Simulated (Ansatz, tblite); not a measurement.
# The cluster Al₂Cu₃+: rung by rung

Aim: run the singlet of the cluster Al₂Cu₃+ at one geometry on many levels, and compare frontier levels, spin and run time.

Program: Ansatz 0.2.0, Gaussian basis. Level of theory: as each input shows. These are calculated values, not measurements.

The runs, in order: GFN1-xTB, GFN2-xTB, PBE-D4/def2-TZVP, r2SCAN-D4/def2-TZVP, HSE06-D4/def2-TZVP, LC-ωPBE/def2-TZVP, PBE-D4/def2-SVP, PBE0-D4/def2-SVP, HF/STO-3G, CCSD(T)/def2-TZVP, RPA/def2-TZVP.

2 further runs of the same task are left out: 2 set aside as unsound or not needed. Runs told in other sessions of the task aren't counted.

### Step 1. The geometry

The singlet was relaxed beforehand with r2SCAN-D4/def2-SVP. At that level it is the lowest of the isomers that a small search found.

5 atoms, charge 1, spin multiplicity 1.

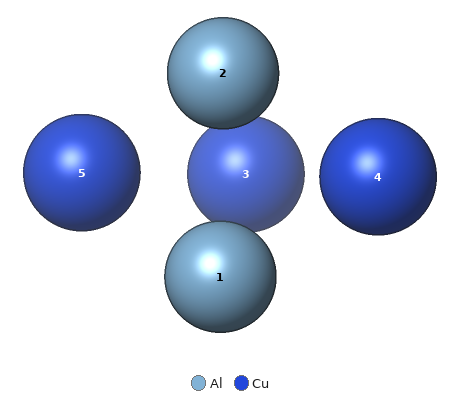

The geometry (aluminium light blue, copper blue); atoms are numbered from 1 in the order of the file.

No spin-orbit coupling is included. The ion is computed in the gas phase, without counter-ions or solvent.

PBE0-D4/def2-TZVP was run before; its log isn't repeated, and its numbers join the tables.

### Step 2. GFN1-xTB

Tight binding, by tblite at 300 K electronic temperature and without a spin-polarisation term:

```python
tblite.interface.Calculator('GFN1-xTB', numbers, positions, charge=1, uhf=0).singlepoint()
```

Energy -425.1794 eV, HOMO -15.45 eV, LUMO -13.27 eV; 0.006 s.

### Step 3. GFN2-xTB

Tight binding, by tblite at 300 K electronic temperature and without a spin-polarisation term:

```python
tblite.interface.Calculator('GFN2-xTB', numbers, positions, charge=1, uhf=0).singlepoint()
```

Energy -362.0115 eV, HOMO -13.83 eV, LUMO -11.93 eV; 0.008 s.

### Step 4. PBE-D4/def2-TZVP

start.molden holds the orbitals of an earlier run on this state, given as this run's starting guess.

Contents of in.yaml:

```yaml
crystal:
  periodic: [false, false, false]
  atoms:
    - {symbol: Al, position_ang: [0.137341, -1.402245, -0.434514]}
    - {symbol: Al, position_ang: [-0.377712, 0.354794, 1.380368]}
    - {symbol: Cu, position_ang: [0.237085, 1.033111, -0.932895]}
    - {symbol: Cu, position_ang: [1.832295, 0.033328, 0.487725]}
    - {symbol: Cu, position_ang: [-1.828998, -0.018988, -0.500675]}
basis:
  gaussian: {orbitals: def2-TZVP, initial_orbitals: start.molden}
total_charge: 1
hamiltonian: {xc: pbe, dispersion: d4}
scf: {omitted_lower_state_checks: [starts]}
output: {orbitals: {seedname: orbitals}}
```

On the command line:

```bash
> ansatz run in.yaml --threads 4 --pin off --events-out ev --progress --plain --max-ram 4787MiB
```

The program printed:

```text
Functional definition: PBE
  name "PBE"
  cite "Perdew, Burke & Ernzerhof, Phys. Rev. Lett. 77, 3865 (1996) doi:10.1103/PhysRevLett.77.3865"
  parent pbe
  parameter kappa = 0.804
  parameter beta = 0.06672455060314922
  exchange = pbe_x(kappa = kappa, mu = beta*pi^2/3)
  correlation = pbe_c(beta = beta)
these checks for a lower state are left out or cut short: starts
1877 factors; their error is unknown
mean field evaluation 1: about -147086.4595 eV, gradient 1.5e1 eV
mean field evaluation 2: about -147086.8181 eV, gradient 8.0e-1 eV
mean field evaluation 4: about -147086.7316 eV, gradient 6.9e-2 eV
mean field -147086.73164689 eV, -5405.3376890558 hartree, gradient 2.3e-5 eV, S^2 0.000000; 0 other end points of the search recorded, 0 dependent functions left out
reference -147086.73169122 eV, -5405.3376906848 hartree; 56, 56 occupied and 153, 153 virtual orbitals, 1877 factors
Total energy: -147086.98362197 eV, -5405.3469489692 hartree
Checks for a lower state left out: starts
```

Wall time 3.6 s (4 threads of Arm Neoverse V1, shared host).

HOMO -9.76 eV, LUMO -7.95 eV.

### Step 5. r2SCAN-D4/def2-TZVP

in.yaml, as its differences from that of step 4:

```diff
@@ -11,3 +11,3 @@
 total_charge: 1
-hamiltonian: {xc: pbe, dispersion: d4}
+hamiltonian: {xc: r2scan, dispersion: d4}
 scf: {omitted_lower_state_checks: [starts]}
```

Launched as before.

The program printed:

```text
Functional definition: r2SCAN
  name "r2SCAN"
  cite "Furness, Kaplan, Ning, Perdew & Sun, J. Phys. Chem. Lett. 11, 8208 (2020) doi:10.1021/acs.jpclett.0c02405"
  cite "Furness, Kaplan, Ning, Perdew & Sun, J. Phys. Chem. Lett. 11, 9248 (2020) doi:10.1021/acs.jpclett.0c03077"
  parent r2scan
  parameter k0 = 0.174
  parameter k1 = 0.065
  parameter a1 = 4.9479
  exchange = r2scan_x(k0 = k0, k1 = k1, a1 = a1)
  correlation = r2scan_c
these checks for a lower state are left out or cut short: starts
1877 factors; their error is unknown
mean field evaluation 1: about -147110.7967 eV, gradient 1.0e1 eV
mean field evaluation 2: about -147111.0030 eV, gradient 6.5e-1 eV
mean field evaluation 4: about -147110.9216 eV, gradient 7.8e-2 eV
mean field evaluation 8: about -147110.9216 eV, gradient 2.0e-5 eV
mean field -147110.92164340 eV, -5406.2266550310 hartree, gradient 1.9e-5 eV, S^2 0.000000; 0 other end points of the search recorded, 0 dependent functions left out
reference -147110.92165776 eV, -5406.2266555587 hartree; 56, 56 occupied and 153, 153 virtual orbitals, 1877 factors
Total energy: -147110.96556686 eV, -5406.2282691882 hartree
Checks for a lower state left out: starts
```

Wall time 9.5 s (4 threads of Arm Neoverse V1, shared host).

HOMO -9.80 eV, LUMO -7.85 eV.

### Step 6. HSE06-D4/def2-TZVP

in.yaml, as its differences from that of step 5:

```diff
@@ -11,4 +11,4 @@
 total_charge: 1
-hamiltonian: {xc: r2scan, dispersion: d4}
+hamiltonian: {xc: hse06, dispersion: d4}
 scf: {omitted_lower_state_checks: [starts]}
-output: {orbitals: {seedname: orbitals}}
+output: {forces: true, orbitals: {seedname: orbitals}}
```

The command is unchanged.

The program printed, cut to the lines that bear on the results:

```text
Functional definition: HSE06
  name "HSE06"
  cite "Heyd, Scuseria & Ernzerhof, J. Chem. Phys. 118, 8207 (2003) doi:10.1063/1.1564060"
  cite "Krukau, Vydrov, Izmaylov & Scuseria, J. Chem. Phys. 125, 224106 (2006) doi:10.1063/1.2404663"
  cite "Heyd & Scuseria, J. Chem. Phys. 120, 7274 (2004) doi:10.1063/1.1668634"
  cite "Ernzerhof & Perdew, J. Chem. Phys. 109, 3313 (1998) doi:10.1063/1.476928"
  cite "Perdew, Burke & Ernzerhof, Phys. Rev. Lett. 77, 3865 (1996) doi:10.1103/PhysRevLett.77.3865"
  parent pbe
[...]
  # The whole range is PBE's own exchange, as in plane waves. The composition of these papers is wPBEh.
[...]
1871 factors; integrals over basis functions are off by at most 6.6e-4 eV
86 factors; integrals over basis functions are off by at most 2.1e-6 eV
[...]
mean field -147086.26323896 eV, -5405.3204753817 hartree, gradient 2.5e-5 eV, S^2 0.000000; 0 other end points of the search recorded, 0 dependent functions left out
[...]
reference -147086.26328281 eV, -5405.3204769931 hartree; 56, 56 occupied and 153, 153 virtual orbitals, 1871 factors
Total energy: -147086.47135255 eV, -5405.3281234153 hartree
Atom 0 at     0.137341    -1.402245    -0.434514 Å, force    -0.008196    -0.450370     0.054198 eV/Å
Atom 1 at    -0.377712     0.354794     1.380368 Å, force    -0.114943    -0.086217     0.430340 eV/Å
Atom 2 at     0.237085     1.033111    -0.932895 Å, force     0.157719     0.687276    -0.620611 eV/Å
Atom 3 at     1.832295     0.033328     0.487725 Å, force     0.817298    -0.063419     0.293342 eV/Å
Atom 4 at    -1.828998    -0.018988    -0.500675 Å, force    -0.851879    -0.087270    -0.157269 eV/Å
Dipole moment:    -0.027880    -0.121488     0.109704 e Å
Checks for a lower state left out: starts
```

Run time: 10 s. Hardware: 4 threads of Arm Neoverse V1, shared host; peak memory 0.78 GiB.

Report: HOMO -10.01 eV, LUMO -7.60 eV.

### Step 7. LC-ωPBE/def2-TZVP

in.yaml, as its differences from that of step 6:

```diff
@@ -11,4 +11,4 @@
 total_charge: 1
-hamiltonian: {xc: hse06, dispersion: d4}
+hamiltonian: {xc: {name: LC-wPBE}}
 scf: {omitted_lower_state_checks: [starts]}
-output: {forces: true, orbitals: {seedname: orbitals}}
+output: {orbitals: {seedname: orbitals}}
```

Launched as before.

The program printed, cut to the lines that bear on the results:

```text
Functional definition: LC-wPBE
  name "LC-wPBE"
  cite "Vydrov & Scuseria, J. Chem. Phys. 125, 234109 (2006) doi:10.1063/1.2409292"
  cite "Heyd & Scuseria, J. Chem. Phys. 120, 7274 (2004) doi:10.1063/1.1668634"
  cite "Ernzerhof & Perdew, J. Chem. Phys. 109, 3313 (1998) doi:10.1063/1.476928"
  cite "Perdew, Burke & Ernzerhof, Phys. Rev. Lett. 77, 3865 (1996) doi:10.1103/PhysRevLett.77.3865"
  parent pbe
[...]
1877 factors; their error is unknown
499 factors; integrals over basis functions are off by at most 3.4e-5 eV
[...]
mean field -147089.79004479 eV, -5405.4500831054 hartree, gradient 1.6e-5 eV, S^2 0.000000; 0 other end points of the search recorded, 0 dependent functions left out
reference -147089.79004479 eV, -5405.4500831056 hartree; 56, 56 occupied and 153, 153 virtual orbitals, 1877 factors
Total energy: -147089.79004479 eV, -5405.4500831056 hartree
Checks for a lower state left out: starts
```

Wall time 5.5 s (4 threads of Arm Neoverse V1, shared host); peak memory 0.55 GiB.

From the report: HOMO -12.25 eV, LUMO -5.31 eV.

### Step 8. PBE-D4/def2-SVP

in.yaml, as its differences from that of step 7:

```diff
@@ -9,5 +9,5 @@
 basis:
-  gaussian: {orbitals: def2-TZVP, initial_orbitals: start.molden}
+  gaussian: {orbitals: def2-SVP, initial_orbitals: start.molden}
 total_charge: 1
-hamiltonian: {xc: {name: LC-wPBE}}
+hamiltonian: {xc: pbe, dispersion: d4}
 scf: {omitted_lower_state_checks: [starts]}
```

Same command.

The program printed:

```text
Functional definition: PBE
  name "PBE"
  cite "Perdew, Burke & Ernzerhof, Phys. Rev. Lett. 77, 3865 (1996) doi:10.1103/PhysRevLett.77.3865"
  parent pbe
  parameter kappa = 0.804
  parameter beta = 0.06672455060314922
  exchange = pbe_x(kappa = kappa, mu = beta*pi^2/3)
  correlation = pbe_c(beta = beta)
these checks for a lower state are left out or cut short: starts
1538 factors; their error is unknown
mean field evaluation 1: about -147061.4858 eV, gradient 1.1e1 eV
mean field evaluation 2: about -147061.8467 eV, gradient 8.2e-1 eV
mean field evaluation 4: about -147061.7731 eV, gradient 7.3e-2 eV
mean field -147061.77312829 eV, -5404.4204804147 hartree, gradient 3.1e-5 eV, S^2 0.000000; 0 other end points of the search recorded, 0 dependent functions left out
reference -147061.77318740 eV, -5404.4204825868 hartree; 56, 56 occupied and 73, 73 virtual orbitals, 1538 factors
Total energy: -147062.02511815 eV, -5404.4297408711 hartree
Checks for a lower state left out: starts
```

Wall time 1.9 s (4 threads of Arm Neoverse V1, shared host).

Report: HOMO -9.55 eV, LUMO -7.83 eV.

### Step 9. PBE0-D4/def2-SVP

in.yaml, as its differences from that of step 8:

```diff
@@ -11,3 +11,3 @@
 total_charge: 1
-hamiltonian: {xc: pbe, dispersion: d4}
+hamiltonian: {xc: pbe0, dispersion: d4}
 scf: {omitted_lower_state_checks: [starts]}
```

The command is unchanged.

The program printed, cut to the lines that bear on the results:

```text
Functional definition: PBE0
  name "PBE0"
  cite "Adamo & Barone, J. Chem. Phys. 110, 6158 (1999) doi:10.1063/1.478522"
  cite "Perdew, Burke & Ernzerhof, Phys. Rev. Lett. 77, 3865 (1996) doi:10.1103/PhysRevLett.77.3865"
  parent pbe
[...]
1354 factors; integrals over basis functions are off by at most 6.0e-4 eV
[...]
mean field -147062.59488584 eV, -5404.4506794475 hartree, gradient 2.1e-5 eV, S^2 0.000000; 0 other end points of the search recorded, 0 dependent functions left out
reference -147062.59493652 eV, -5404.4506813100 hartree; 56, 56 occupied and 73, 73 virtual orbitals, 1354 factors
Total energy: -147062.80844850 eV, -5404.4585277306 hartree
Checks for a lower state left out: starts
```

Wall time 3.1 s (4 threads of Arm Neoverse V1, shared host).

From the report: HOMO -10.20 eV, LUMO -7.17 eV.

### Step 10. HF/STO-3G

in.yaml, as its differences from that of step 9:

```diff
@@ -9,5 +9,5 @@
 basis:
-  gaussian: {orbitals: def2-SVP, initial_orbitals: start.molden}
+  gaussian: {orbitals: STO-3G}
 total_charge: 1
-hamiltonian: {xc: pbe0, dispersion: d4}
+hamiltonian: {xc: hf}
 scf: {omitted_lower_state_checks: [starts]}
```

Launched as before.

The program printed:

```text
Functional definition: HF
  name "HF"
  cite "Fock, Z. Phys. 61, 126 (1930) doi:10.1007/BF01340294"
  parent pbe
  exchange = exact_x
  correlation = 0
these checks for a lower state are left out or cut short: starts
652 factors; integrals over basis functions are off by at most 5.2e-4 eV
mean field evaluation 1: about -144920.8115 eV, gradient 3.8e2 eV
mean field evaluation 2: about -144921.2027 eV, gradient 3.8e2 eV
mean field evaluation 4: about -145004.9327 eV, gradient 1.6e2 eV
mean field evaluation 8: about -145075.2330 eV, gradient 2.2e2 eV
mean field evaluation 16: about -145267.5509 eV, gradient 2.3e1 eV
mean field evaluation 32: about -145279.0839 eV, gradient 4.8e-2 eV
mean field -145279.08412750 eV, -5338.9078679855 hartree, gradient 7.7e-6 eV, S^2 0.000000; 2 other end points of the search recorded, 0 dependent functions left out
reference -145279.08412750 eV, -5338.9078679855 hartree; 56, 56 occupied and 16, 16 virtual orbitals, 652 factors
Total energy: -145279.08412750 eV, -5338.9078679855 hartree
Checks for a lower state left out: starts
```

It took 3.4 s on 4 threads of Arm Neoverse V1, shared host.

From the report: HOMO -9.25 eV, LUMO -3.19 eV; the next solution that the search met lies 0.003 eV higher.

### Step 11. CCSD(T)/def2-TZVP

in.yaml, as its differences from that of step 10:

```diff
@@ -9,5 +9,5 @@
 basis:
-  gaussian: {orbitals: STO-3G}
+  gaussian: {orbitals: def2-TZVP, initial_orbitals: start.molden}
 total_charge: 1
-hamiltonian: {xc: hf}
+correlation: {method: ccsd_t, frozen_orbitals: {Al: 5, Cu: 9}}
 scf: {omitted_lower_state_checks: [starts]}
```

Same command.

The program printed, cut to the lines that bear on the results:

```text
Functional definition: HF
  name "HF"
  cite "Fock, Z. Phys. 61, 126 (1930) doi:10.1007/BF01340294"
  parent pbe
[...]
1871 factors; integrals over basis functions are off by at most 6.6e-4 eV
[...]
mean field -146953.09120729 eV, -5400.4264934851 hartree, gradient 2.0e-6 eV, S^2 0.000000; 0 other end points of the search recorded, 0 dependent functions left out; unrestricted orbitals would lower it
37 core orbitals not correlated: weight in the atoms' cores, before any rotation towards them, 1.000 or more for the frozen orbitals, at most 0.000 for the correlated occupied ones
reference -146953.09120729 eV, -5400.4264934851 hartree; 19, 19 occupied and 153, 153 virtual orbitals, 1871 factors
second order -40.86015082 eV of doubles, -0.00000000 eV of singles
cycle   1  -32.02458300 eV  change     8.8e0 eV  update   3.8e-1
[...]
cycle  17  -35.48279557 eV  change   -3.2e-5 eV  update   9.7e-6
perturbative correction -2.09904060 eV, -0.0771383193 hartree
Total energy: -146990.67304346 eV, -5401.8076004905 hartree
Checks for a lower state left out: starts
```

Wall time 22 s (4 threads of Arm Neoverse V1, shared host); peak memory 1.6 GiB.

From the report: Hartree-Fock HOMO -11.26 eV, LUMO -4.44 eV; T1 0.032. Doubts: restricted state is unstable towards broken spin symmetry.

### Step 12. RPA/def2-TZVP

in.yaml, as its differences from that of step 11:

```diff
@@ -11,4 +11,4 @@
 total_charge: 1
-correlation: {method: ccsd_t, frozen_orbitals: {Al: 5, Cu: 9}}
+hamiltonian: {xc: pbe}
+correlation: {method: rpa, frozen_orbitals: {Al: 5, Cu: 9}}
 scf: {omitted_lower_state_checks: [starts]}
-output: {orbitals: {seedname: orbitals}}
```

The command is unchanged.

The program printed, cut to the lines that bear on the results:

```text
Functional definition: PBE
  name "PBE"
  cite "Perdew, Burke & Ernzerhof, Phys. Rev. Lett. 77, 3865 (1996) doi:10.1103/PhysRevLett.77.3865"
  parent pbe
[...]
1871 factors; integrals over basis functions are off by at most 6.6e-4 eV
[...]
mean field -147086.73163086 eV, -5405.3376884667 hartree, gradient 7.3e-6 eV, S^2 0.000000; 0 other end points of the search recorded, 0 dependent functions left out
37 core orbitals not correlated: weight in the atoms' cores, before any rotation towards them, 1.000 or more for the frozen orbitals, at most 0.000 for the correlated occupied ones
reference -146948.40748582 eV, -5400.2543698958 hartree; 19, 19 occupied and 153, 153 virtual orbitals, 1871 factors
Total energy: -146999.74688235 eV, -5402.1410579191 hartree
Checks for a lower state left out: starts
```

It took 8 s on 4 threads of Arm Neoverse V1, shared host; peak memory 0.6 GiB.

### Step 13. Levels side by side

```tsv
level	functions	HOMO (eV)	LUMO (eV)	gap (eV)	time
HF/STO-3G	72	-9.25	-3.19	6.06	3.4 s
PBE-D4/def2-SVP	129	-9.55	-7.83	1.72	1.9 s
PBE-D4/def2-TZVP	209	-9.76	-7.95	1.82	3.6 s
r2SCAN-D4/def2-TZVP	209	-9.80	-7.85	1.95	9.5 s
PBE0-D4/def2-SVP	129	-10.20	-7.17	3.04	3.1 s
PBE0-D4/def2-TZVP	209	-10.38	-7.25	3.14	9 s
HSE06-D4/def2-TZVP	209	-10.01	-7.60	2.41	10 s
LC-ωPBE/def2-TZVP	209	-12.25	-5.31	6.94	5.5 s
```

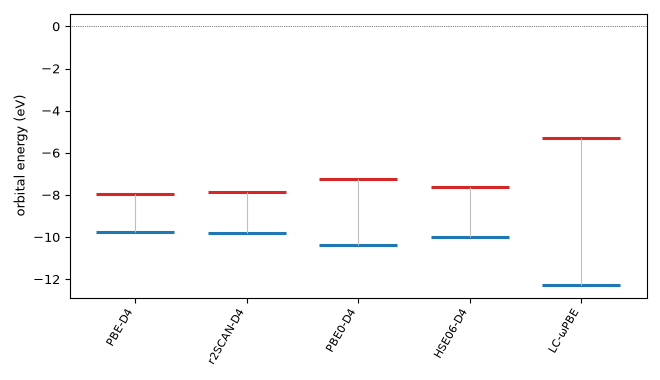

Highest filled (blue) and lowest empty (red) level in def2-TZVP.

The pieces so far (eV):

```tsv
basis	HF	MP2 correlation	CCSD correlation	(T)	total
def2-TZVP	-146953.0912	-40.8602	-35.4828	-2.0990	-146990.6730
```

### Step 14. Results

| quantity | value |
| --- | --- |
| gap in def2-TZVP, named functionals, smallest and largest | 1.82 eV (PBE-D4), 6.94 eV (LC-ωPBE) |
| correlation energy, CCSD(T)/def2-TZVP | -37.58 eV |
| PBE0 total energy, smallest basis above largest | 24.19 eV (def2-SVP, def2-TZVP) |

What this shows: Over the named functionals in def2-TZVP the gap runs from 1.82 eV (PBE-D4) to 6.94 eV (LC-ωPBE); exact exchange widens it. Notes on CCSD(T)/def2-TZVP and its Hartree-Fock reference, which MP2 shares: restricted state is unstable towards broken spin symmetry.

The slowest run with a step of its own, CCSD(T)/def2-TZVP, took 22 s; the quickest functional in def2-TZVP took 3.6 s (shared host).
